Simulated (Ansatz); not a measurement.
# KPt: fixed spin moment, part 2 of 3

Aim: map the energy of KPt against its total spin moment, held by a constraint, beside free and non-magnetic runs and runs in a field. Methods of the runs shown: PAW.

Ansatz 0.2.0; DFT LDA; a Materials Project cell. Earlier steps stand in the parts before.

## (5) Total moment held at 0.05 μB, PAW

The input, input.yaml:

```yaml
crystal:
  lattice:
    - [3.0008472788, 0.0, 0.0]
    - [-1.5004236394, 2.5988099763, 0.0]
    - [0.0, 0.0, 5.345578]
  atoms:
    - { symbol: K, position: [0.0, 0.0, 0.5] }
    - { symbol: Pt, position: [0.6666666667, 0.3333333333, 0.0], spin: 0.05 }
magnetization:
  spin_polarized: true
  initial_magnetization: 0.05
  spin_locking: { lock_magnetization: hard }
kpoints:
  mp_grid: { grid: [11, 11, 6] }
scf:
  occupations: { method: fermi_dirac, width: 0.08 }
  lower_state_search: "off"
hamiltonian:
  xc: lda
  pseudopotentials: { kind: paw }
output:
  forces: true
  stress: true
  eigenvalues: true
  write_density: true
  write_potential: true
  elf: true
  volumetric_format: npy
```

Command:

```
$ ansatz run input.yaml --threads 1 --pin off --max-ram 3072MiB --backend cpu --events-out ev --progress --plain --runs-dir out
```

Standard output (excerpt; [...] marks lines left out):

```text
Warning: output.stress: scf.convergence.dr2_threshold = 1e-7 eV (the SCF's general default) is looser than the 2e-10 eV advised for a printed stress (1e-10 eV for each atom of the cell: 2). What an SCF threshold leaves in a stress goes as its square root, and in the free energy as the [...]
Pseudopotentials: kind: paw
Pseudopotential: K, paw, valence charge 9, recommended cutoff 420 eV (normal)
Pseudopotential: Pt, paw, valence charge 18, recommended cutoff 420 eV (normal)
Functional definition: SPW92
[...]
Crystal: 2 atoms, lattice volume = 41.688 Å³
[...]
--- Forces (eV/Å), atoms counted from 1 ---
  atom   1  K     -0.00000000     0.00000000     0.00000000
  atom   2  Pt     0.00000000    -0.00000000     0.00000000
[...]
--- Stress (GPa, compression-positive) ---
       -7.663920       0.000000       0.000000
       -0.000000      -7.663920       0.000000
        0.000000       0.000000      -5.932129
  P = ⅓ Tr σ = -7.0867 GPa (-70.867 kbar)
--- Band table (eV; the first three rows and the last of 128) ---
  k-point 0 ↑: bands = ["-84.9187", "-38.9891", "-38.9891", "-38.9539", "-19.1222", "-2.6000", "-1.6263", "-1.6263", "6.3325", "9.4739", "10.4473", "10.4473", "11.8374", "11.8374", "14.4544", "14.5658", "18.4056", "18.4056"]
[...]
```

Run time: 16 s. Hardware: 1 thread of Arm Neoverse V1, shared host; peak memory 0.36 GiB.

In short: total moment 0.05 μB; site moments K1 0.00, Pt2 0.04 μB; pressure -7.09 GPa; no gap.

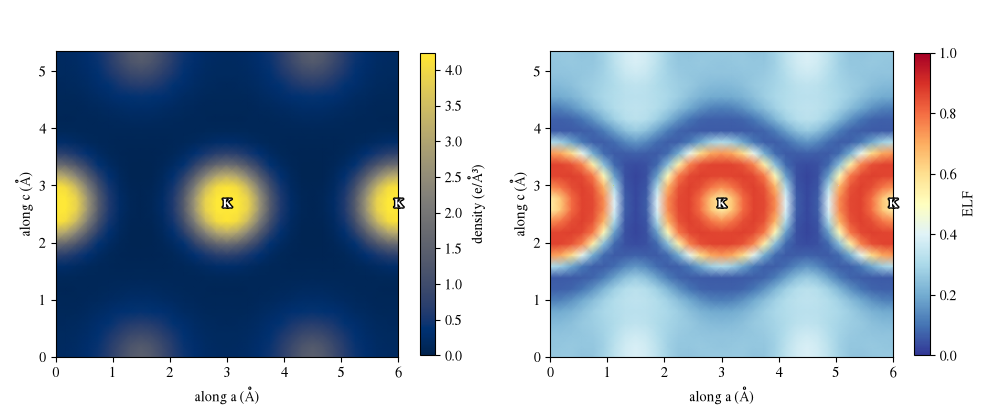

Density (left) and ELF (right) in a lattice plane of the grid's cell (edges 3.00 and 5.35 Å, at 0.000 of the third edge), which holds K. Only atoms in the plane are labelled. Both are smooth fields of the valence electrons: close to the nuclei they are not physical.

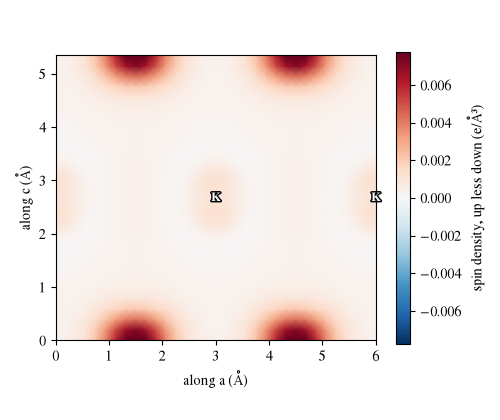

Spin density in a lattice plane of the grid's cell (edges 3.00 and 5.35 Å, at 0.000 of the third edge), which holds K.

## (6) Total moment held at 0.15 μB, PAW

The input, input.yaml:

```yaml
crystal:
  lattice:
    - [3.0008472788, 0.0, 0.0]
    - [-1.5004236394, 2.5988099763, 0.0]
    - [0.0, 0.0, 5.345578]
  atoms:
    - { symbol: K, position: [0.0, 0.0, 0.5] }
    - { symbol: Pt, position: [0.6666666667, 0.3333333333, 0.0], spin: 0.15 }
magnetization:
  spin_polarized: true
  initial_magnetization: 0.15
  spin_locking: { lock_magnetization: hard }
kpoints:
  mp_grid: { grid: [11, 11, 6] }
scf:
  occupations: { method: fermi_dirac, width: 0.08 }
  lower_state_search: "off"
hamiltonian:
  xc: lda
  pseudopotentials: { kind: paw }
output:
  forces: true
  stress: true
  eigenvalues: true
```

Command:

```
$ ansatz run input.yaml --threads 1 --pin off --max-ram 3072MiB --backend cpu --events-out ev --progress --plain --runs-dir out
```

Standard output (excerpt; [...] marks lines left out):

```text
Warning: output.stress: scf.convergence.dr2_threshold = 1e-7 eV (the SCF's general default) is looser than the 2e-10 eV advised for a printed stress (1e-10 eV for each atom of the cell: 2). What an SCF threshold leaves in a stress goes as its square root, and in the free energy as the [...]
[... 4 set-up lines as earlier in the session ...]
[...]
Crystal: 2 atoms, lattice volume = 41.688 Å³
[...]
--- Forces (eV/Å), atoms counted from 1 ---
  atom   1  K     -0.00000000     0.00000000     0.00000000
  atom   2  Pt    -0.00000000    -0.00000000     0.00000000
[...]
--- Stress (GPa, compression-positive) ---
       -7.734455      -0.000000       0.000000
       -0.000000      -7.734455       0.000000
        0.000000       0.000000      -5.811815
  P = ⅓ Tr σ = -7.0936 GPa (-70.936 kbar)
--- Band table (eV; the first three rows and the last of 128) ---
  k-point 0 ↑: bands = ["-84.9663", "-39.0482", "-39.0482", "-38.9845", "-19.1108", "-2.5916", "-1.6141", "-1.6141", "6.3018", "9.4495", "10.3894", "10.3894", "11.8006", "11.8006", "14.4439", "14.5644", "18.4136", "18.4136"]
[...]
```

Run time: 13 s. Hardware: 1 thread of Arm Neoverse V1, shared host; peak memory 0.36 GiB.

Result: total moment 0.15 μB; site moments K1 0.01, Pt2 0.11 μB; pressure -7.09 GPa; no gap.

## (7) Total moment held at 0.3 μB, PAW

Edit input.yaml of step 6 so:

```diff
@@ -7,6 +7,6 @@
     - { symbol: K, position: [0.0, 0.0, 0.5] }
-    - { symbol: Pt, position: [0.6666666667, 0.3333333333, 0.0], spin: 0.15 }
+    - { symbol: Pt, position: [0.6666666667, 0.3333333333, 0.0], spin: 0.3 }
 magnetization:
   spin_polarized: true
-  initial_magnetization: 0.15
+  initial_magnetization: 0.3
   spin_locking: { lock_magnetization: hard }
@@ -24 +24,5 @@
   eigenvalues: true
+  write_density: true
+  write_potential: true
+  elf: true
+  volumetric_format: npy
```

Command:

```
$ ansatz run input.yaml --threads 1 --pin off --max-ram 3072MiB --backend cpu --events-out ev --progress --plain --runs-dir out
```

Standard output (excerpt; [...] marks lines left out):

```text
Warning: output.stress: scf.convergence.dr2_threshold = 1e-7 eV (the SCF's general default) is looser than the 2e-10 eV advised for a printed stress (1e-10 eV for each atom of the cell: 2). What an SCF threshold leaves in a stress goes as its square root, and in the free energy as the [...]
[... 4 set-up lines as earlier in the session ...]
[...]
Crystal: 2 atoms, lattice volume = 41.688 Å³
[...]
--- Forces (eV/Å), atoms counted from 1 ---
  atom   1  K      0.00000000     0.00000000     0.00000000
  atom   2  Pt    -0.00000000    -0.00000000     0.00000000
[...]
--- Stress (GPa, compression-positive) ---
       -7.615432       0.000000       0.000000
        0.000000      -7.615432       0.000000
        0.000000       0.000000      -5.379135
  P = ⅓ Tr σ = -6.8700 GPa (-68.700 kbar)
--- Band table (eV; the first three rows and the last of 128) ---
  k-point 0 ↑: bands = ["-85.0504", "-39.1537", "-39.1537", "-39.0350", "-19.0849", "-2.5707", "-1.5870", "-1.5870", "6.2476", "9.4114", "10.2855", "10.2855", "11.7377", "11.7377", "14.4309", "14.5719", "18.4356", "18.4356"]
[...]
```

Wall time 16 s (1 thread of Arm Neoverse V1, shared host); peak memory 0.37 GiB.

In short: total moment 0.30 μB; site moments K1 0.01, Pt2 0.23 μB; pressure -6.87 GPa; no gap.

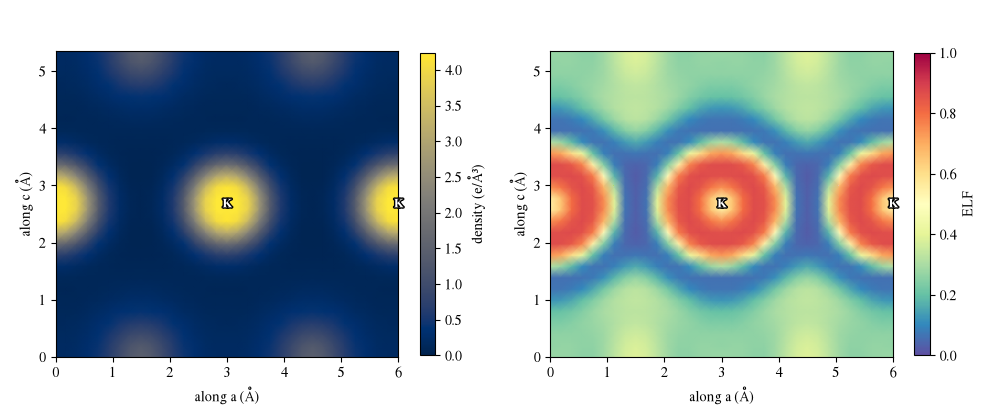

Density (left) and ELF (right) in a lattice plane of the grid's cell (edges 3.00 and 5.35 Å, at 0.000 of the third edge), which holds K. Only atoms in the plane are labelled. Both are smooth fields of the valence electrons: close to the nuclei they are not physical.

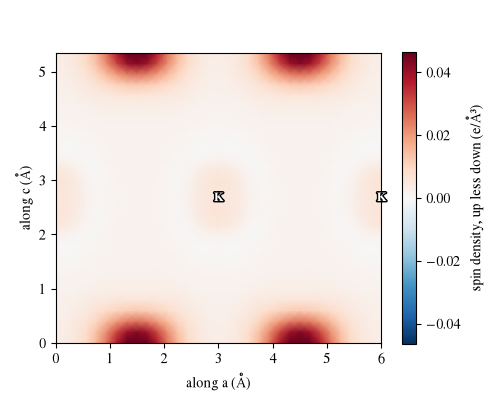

Spin density in a lattice plane of the grid's cell (edges 3.00 and 5.35 Å, at 0.000 of the third edge), which holds K.

## (8) Total moment held at 0.5 μB, PAW

Edit input.yaml of step 7 so:

```diff
@@ -7,6 +7,6 @@
     - { symbol: K, position: [0.0, 0.0, 0.5] }
-    - { symbol: Pt, position: [0.6666666667, 0.3333333333, 0.0], spin: 0.3 }
+    - { symbol: Pt, position: [0.6666666667, 0.3333333333, 0.0], spin: 0.5 }
 magnetization:
   spin_polarized: true
-  initial_magnetization: 0.3
+  initial_magnetization: 0.5
   spin_locking: { lock_magnetization: hard }
```

Command:

```
$ ansatz run input.yaml --threads 1 --pin off --max-ram 3072MiB --backend cpu --events-out ev --progress --plain --runs-dir out
```

Standard output (excerpt; [...] marks lines left out):

```text
Warning: output.stress: scf.convergence.dr2_threshold = 1e-7 eV (the SCF's general default) is looser than the 2e-10 eV advised for a printed stress (1e-10 eV for each atom of the cell: 2). What an SCF threshold leaves in a stress goes as its square root, and in the free energy as the [...]
[... 4 set-up lines as earlier in the session ...]
[...]
Crystal: 2 atoms, lattice volume = 41.688 Å³
[...]
--- Forces (eV/Å), atoms counted from 1 ---
  atom   1  K     -0.00000000     0.00000000     0.00000000
  atom   2  Pt    -0.00000000    -0.00000000     0.00000000
[...]
--- Stress (GPa, compression-positive) ---
       -7.076761      -0.000000       0.000000
       -0.000000      -7.076761       0.000000
        0.000000       0.000000      -4.949820
  P = ⅓ Tr σ = -6.3678 GPa (-63.678 kbar)
--- Band table (eV; the first three rows and the last of 128) ---
  k-point 0 ↑: bands = ["-85.1382", "-39.2675", "-39.2675", "-39.0864", "-19.0642", "-2.5539", "-1.5656", "-1.5656", "6.1897", "9.3697", "10.1715", "10.1715", "11.6702", "11.6702", "14.4159", "14.5754", "18.4522", "18.4522"]
[...]
```

Wall time 16 s (1 thread of Arm Neoverse V1, shared host); peak memory 0.37 GiB.

In short: total moment 0.50 μB; site moments K1 0.02, Pt2 0.40 μB; pressure -6.37 GPa; no gap.

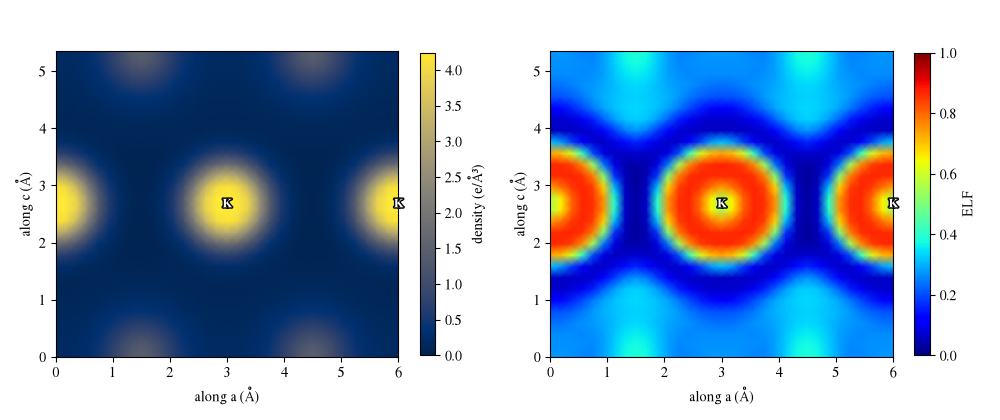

Density (left) and ELF (right) in a lattice plane of the grid's cell (edges 3.00 and 5.35 Å, at 0.000 of the third edge), which holds K. Only atoms in the plane are labelled. Both are smooth fields of the valence electrons: close to the nuclei they are not physical.

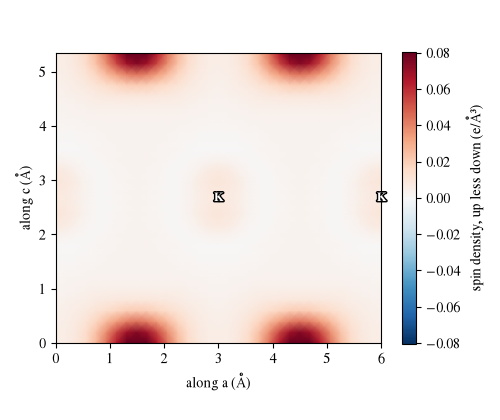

Spin density in a lattice plane of the grid's cell (edges 3.00 and 5.35 Å, at 0.000 of the third edge), which holds K.

## (9) Total moment held at 0.8 μB, PAW

Edit input.yaml of step 8 so:

```diff
@@ -7,6 +7,6 @@
     - { symbol: K, position: [0.0, 0.0, 0.5] }
-    - { symbol: Pt, position: [0.6666666667, 0.3333333333, 0.0], spin: 0.5 }
+    - { symbol: Pt, position: [0.6666666667, 0.3333333333, 0.0], spin: 0.8 }
 magnetization:
   spin_polarized: true
-  initial_magnetization: 0.5
+  initial_magnetization: 0.8
   spin_locking: { lock_magnetization: hard }
```

Command:

```
$ ansatz run input.yaml --threads 1 --pin off --max-ram 3072MiB --backend cpu --events-out ev --progress --plain --runs-dir out
```

Standard output (excerpt; [...] marks lines left out):

```text
Warning: output.stress: scf.convergence.dr2_threshold = 1e-7 eV (the SCF's general default) is looser than the 2e-10 eV advised for a printed stress (1e-10 eV for each atom of the cell: 2). What an SCF threshold leaves in a stress goes as its square root, and in the free energy as the [...]
[... 4 set-up lines as earlier in the session ...]
[...]
Crystal: 2 atoms, lattice volume = 41.688 Å³
[...]
--- Forces (eV/Å), atoms counted from 1 ---
  atom   1  K     -0.00000000     0.00000000     0.00000000
  atom   2  Pt    -0.00000000    -0.00000000     0.00000000
[...]
--- Stress (GPa, compression-positive) ---
       -6.288268      -0.000000       0.000000
       -0.000000      -6.288268       0.000000
        0.000000       0.000000      -2.557604
  P = ⅓ Tr σ = -5.0447 GPa (-50.447 kbar)
--- Band table (eV; the first three rows and the last of 128) ---
  k-point 0 ↑: bands = ["-85.3519", "-39.4933", "-39.4933", "-39.2901", "-18.9574", "-2.4707", "-1.4534", "-1.4534", "6.0508", "9.2503", "9.9591", "9.9591", "11.4676", "11.4676", "14.3638", "14.6115", "18.5427", "18.5427"]
[...]
```

It took 16 s on 1 thread of Arm Neoverse V1, shared host; peak memory 0.37 GiB.

Read from it: total moment 0.80 μB; site moments K1 0.04, Pt2 0.61 μB; pressure -5.04 GPa; no gap.

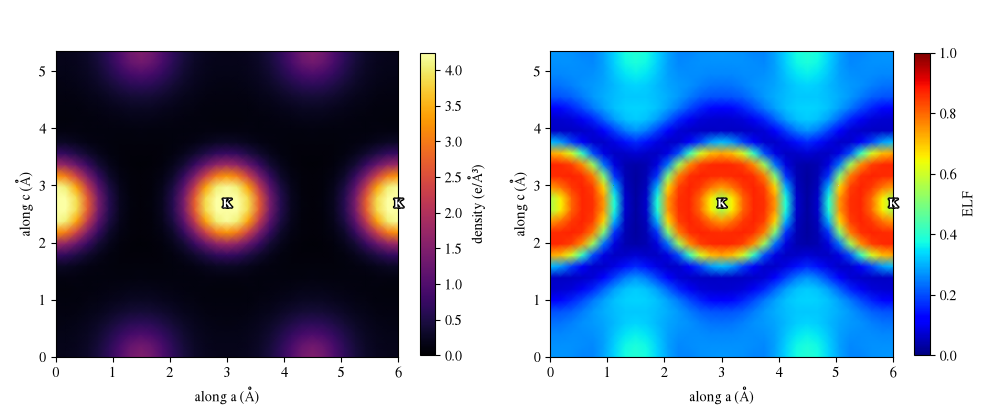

Density (left) and ELF (right) in a lattice plane of the grid's cell (edges 3.00 and 5.35 Å, at 0.000 of the third edge), which holds K. Only atoms in the plane are labelled. Both are smooth fields of the valence electrons: close to the nuclei they are not physical.

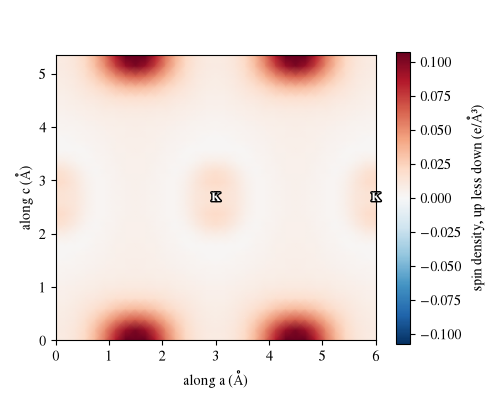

Spin density in a lattice plane of the grid's cell (edges 3.00 and 5.35 Å, at 0.000 of the third edge), which holds K.

[end of part 2 of 3]
